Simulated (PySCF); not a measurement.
## A study: HN, triplet, SMILES `[NH]`

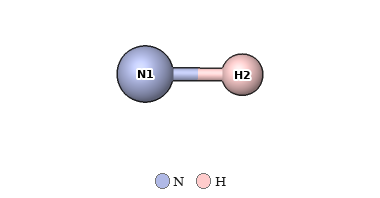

The molecule, with its atoms numbered as below. No frequency check shows the geometry to be a minimum.

Cartesian coordinates (Å):

```
N1       0.1280    0.0000    0.0000
H2      -0.8957    0.0000    0.0000
```

Part 1: Bonding charge

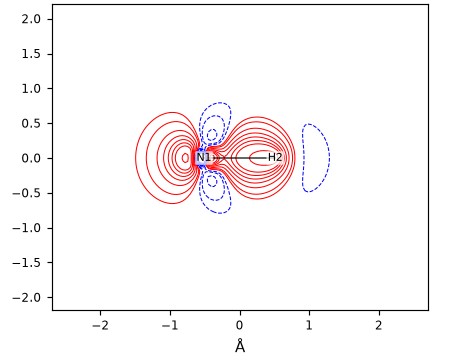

Deformation density (molecule less spherical, spin-averaged free atoms) in a plane that holds the bond; contours at ±0.05 to ±0.8 e/Å³; solid red lines: gain, dashed blue lines: loss.

Method: PBE/def2-TZVP; geometry: GFN2-xTB; program: PySCF. The stability of the open-shell solution wasn't checked. GFN2-xTB doesn't know the spin state, so this open-shell geometry is rough.

**Describe the bonding that the map shows.**

N1–H2: +0.86 e/Å³ at the bond critical point (bond length 1.02 Å, Mayer order 0.9). In all, 0.4 electrons gather in the regions of gain relative to the promolecule.

**Where do the Hirshfeld charges lie?**

The highest Hirshfeld charge is on H2 (+0.09 e), the lowest on N1 (−0.09 e).

Part 2: Bond critical points

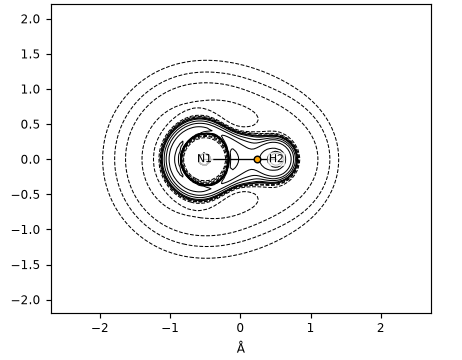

Negative Laplacian of the density (−∇²ρ) in a plane that holds the bond (solid lines positive, dashed lines negative, contours at ±0.02 to ±8 a.u.), with bond paths and bond critical points (dots).

**Sort the bonds in the plane by the sign of ∇²ρ at their critical points.**

Concentrated (∇²ρ < 0): N1–H2 (−1.61 a.u.). At none is it depleted.

**Where along N1–H2 does the critical point lie?**

0.75 Å from N1 and 0.27 Å from H2.

Part 3: Local ionisation energy

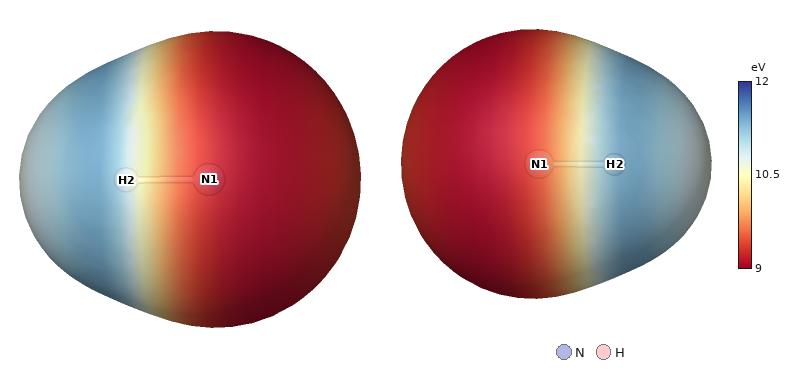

Average local ionisation energy on the surface of electron density 0.001 a.u. (back view left, front view right).

**Where are the most loosely bound electrons on this surface?**

The lowest value is 9.1 eV, 1.9 Å from N1, and at like points elsewhere. Further minima include 10.7 eV, 1.3 Å from H2. For comparison, the highest occupied orbital lies at −7.8 eV.

Part 4: Spin density

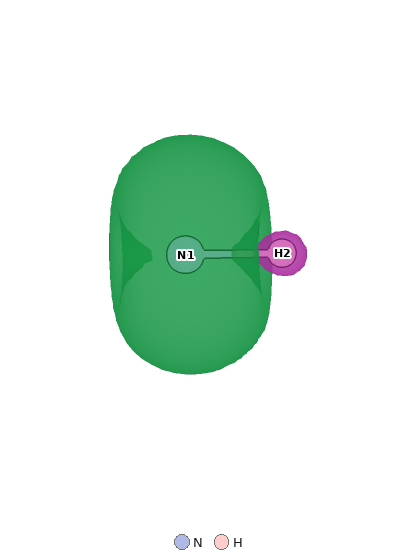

Spin density ρα − ρβ at ±0.05 e/Å³ (green: excess α, purple: excess β).

**How is the spin shared among the atoms?**

Hirshfeld spin populations: N1 +1.88 and H2 +0.12. ⟨S²⟩ = 2.00, as for a pure state.

Part 5: In an electric field

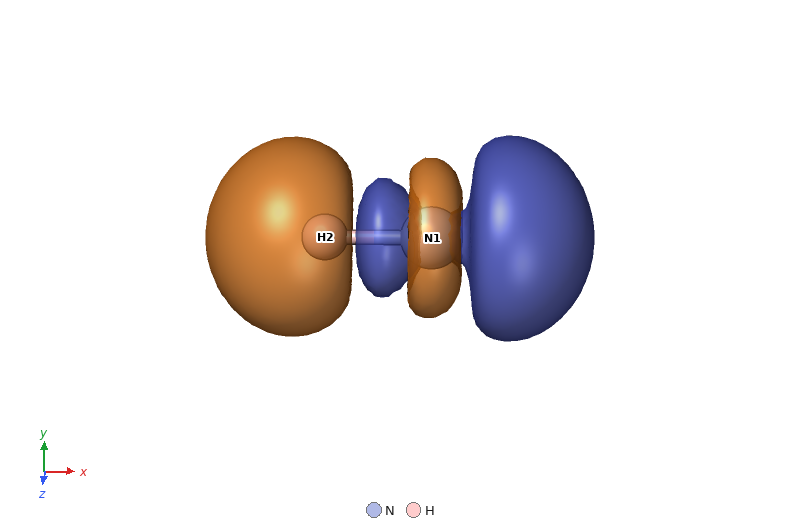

Change of the electron density in a uniform field of 0.26 V/Å, surfaces at ±0.001 e/Å³ (orange: gain, blue: loss).

Level of theory: B3LYP/6-311+G** (PySCF), at a geometry from GFN2-xTB. The basis has diffuse s and p functions alone, which still leaves polarisabilities too small, most of all across bonds. The stability of the open-shell solution wasn't checked. GFN2-xTB doesn't know the spin state, so this open-shell geometry is rough.

The field was applied in both directions; the picture shows the one opposite to the script's first.

**Along which Cartesian direction does the field point?**

Along +x: electrons gather on the −x side, against the field.

**What dipole is induced, and what polarisability does it imply?**

The induced dipole is 0.13 D (along the field); α along this axis, from the fields in both directions, is 10 bohr³ (1.5 Å³).
